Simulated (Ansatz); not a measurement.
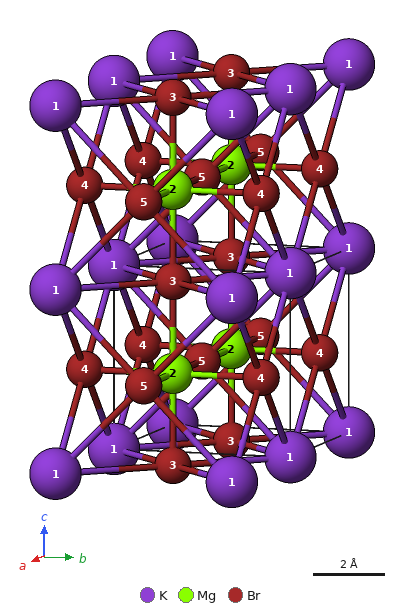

The starting point is crystalline KMgBr3 (built on the cubic perovskite type) at its r2SCAN-relaxed geometry. Style: ball-and-stick. Shown: the cell of the calculation, repeated 2 × 1 × 2 with one cell outlined, slightly off an axis.

The calculation used DFT, r2SCAN, plane waves, PAW in Ansatz 0.2.0. (plane-wave cutoff 500 eV; k-point mesh 6 × 6 × 6; occupations fixed; no spin polarisation)

Now this is done to it. The cell is strained by +1.5 % along [1 −1 0], −1.5 % along [1 1 0], none along the third axis (volume 0.0 %). The atoms were relaxed with r2SCAN under that strain, and this is a single point on that geometry.

Input file:
```yaml
crystal:
  lattice:
    - [5.3031670886, -0.0795475063, 0.0]
    - [-0.0795475063, 5.3031670886, 0.0]
    - [0.0, 0.0, 5.3031670886]
  atoms:
    - { symbol: K, position: [0.0, 0.0, 0.0] }
    - { symbol: Mg, position: [0.5, 0.5, 0.5] }
    - { symbol: Br, position: [0.5, 0.5, 0.0] }
    - { symbol: Br, position: [0.5, 0.0, 0.5] }
    - { symbol: Br, position: [0.0, 0.5, 0.5] }
kpoints:
  mp_grid: { grid: [6, 6, 6] }
  band_path:
    path: [[0.0, 0.0, 0.0], [0.0, 0.5, 0.0], [0.5, 0.5, 0.0], [0.5, 0.5, 0.5]]
    npoints: 1
hamiltonian:
  xc: r2scan
scf:
  occupations: { method: fixed }
  n_extra_bands: 5
output:
  forces: true
  stress: true
  eigenvalues: true
  write_density: true
  write_potential: true
  elf: true
  volumetric_format: npy
```

Launched with:
```bash
ansatz run input.yaml --threads 4 --pin off --max-ram 4608MiB --backend cpu --events-out ev --progress --plain --runs-dir out
```

What does the calculation give for the changed structure?

The energy rises by 1.3 meV per atom. The pressure goes from 0.0 to 0.0 GPa. The principal stresses (compression positive) are 0.5 GPa along [1 1 0], −0.4 GPa along [1 −1 0], none along the third axis. All forces vanish by symmetry. Among the bonded contacts that change: Br–K 3.750 → 3.694 to 3.806 Å. The space group (tolerance 0.01 Å) goes from Pm-3m (No. 221) to Cmmm (No. 65).

Drawn alike, the variant:

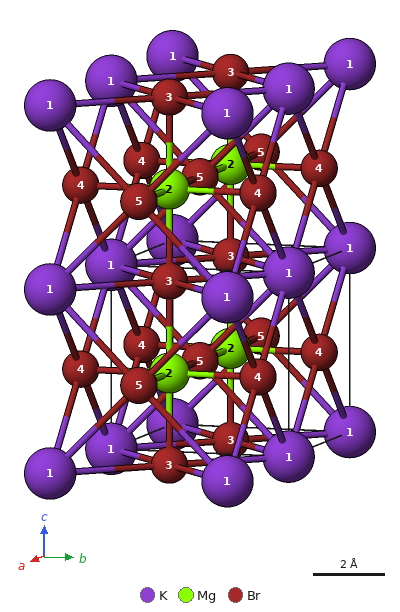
